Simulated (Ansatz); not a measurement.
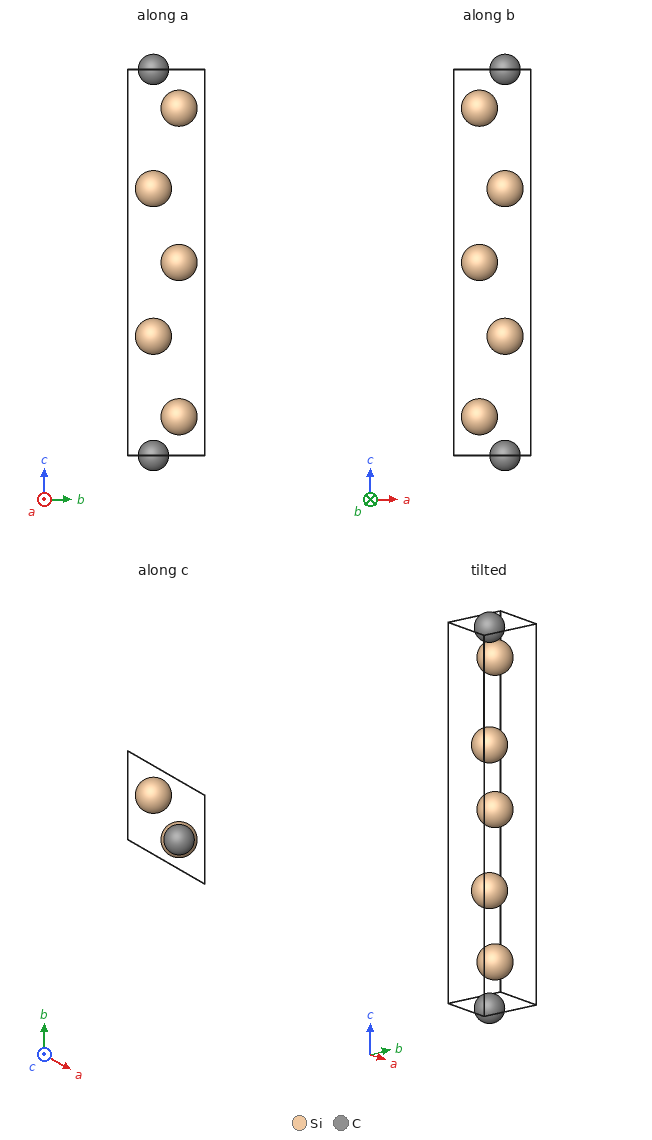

Spheres-only model, viewed along the a axis, along the b axis, along the c axis and slightly off an axis. Lines trace the edges of the conventional unit cell.

Lattice parameters: a = 2.7712 Å, b = 2.7712 Å, c = 12.0603 Å, α = 90.000°, β = 90.000°, γ = 120.000°.

Q: Put the structure into a CIF with its space group and independent sites, with free fractional coordinates to two decimals.

A:
```cif
data_structure
_symmetry_space_group_name_H-M 'P -6 m 2'
_symmetry_Int_Tables_number 187
_cell_length_a 2.7712
_cell_length_b 2.7712
_cell_length_c 12.0603
_cell_angle_alpha 90.000
_cell_angle_beta 90.000
_cell_angle_gamma 120.000
_cell_volume 80.21
loop_
_atom_site_label
_atom_site_type_symbol
_atom_site_symmetry_multiplicity
_atom_site_Wyckoff_symbol
_atom_site_fract_x
_atom_site_fract_y
_atom_site_fract_z
_atom_site_occupancy
Si1 Si 2 h 0.3333 0.6667 0.90 1
Si2 Si 1 d 0.3333 0.6667 0.50 1
Si3 Si 2 i 0.6667 0.3333 0.31 1
C1 C 1 e 0.6667 0.3333 0.00 1
```

Starting structure: a structure type filled with these elements by a generator (whether the compound takes this form wasn't checked). Earlier steps of the study, as a rule a relaxation of our own, may have changed the cell and positions, so they can lie some per cent off the listed ones. Ansatz was used for an electronic-structure calculation on it.
